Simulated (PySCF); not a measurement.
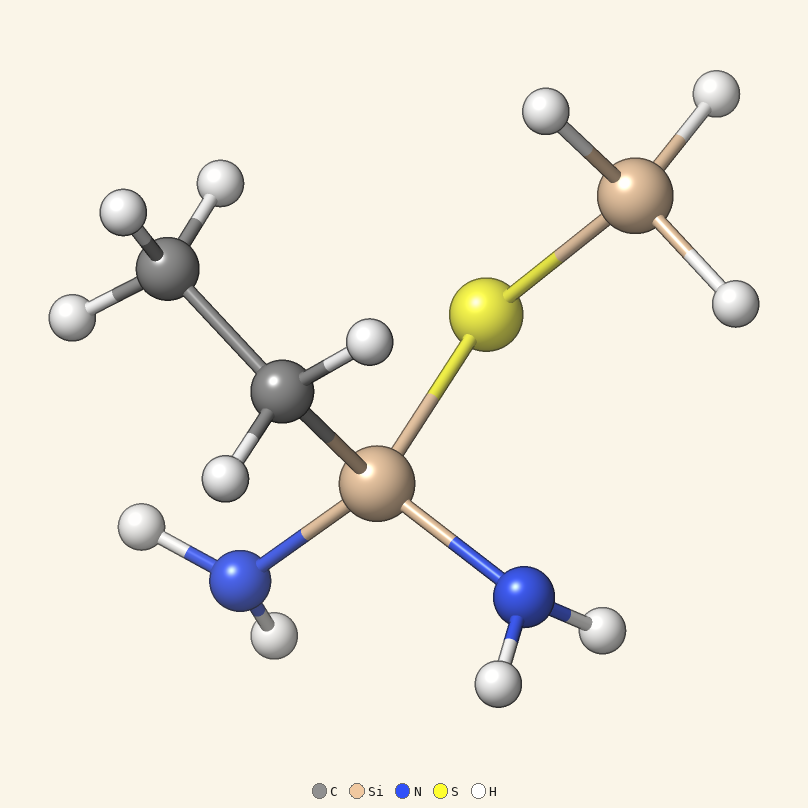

Computed geometry: GFN2-xTB optimisation. No frequency run is at hand to confirm it as a minimum. Level of theory: PBE0/pcSseg-1, gas phase (PySCF 2.14.0).

Q: What is the dipole moment?

A: 1.71 D.

Q: Give the LUMO energy (Kohn–Sham orbital) at this level.

A: 0.39 eV.

Q: Give the HOMO energy (Kohn–Sham orbital) at this level.

A: −7.04 eV.

The geometry is semi-empirical. Around Si such bond lengths and angles can be off by a tenth of an ångström or more and by several degrees, and values that hang on the shape move with them.
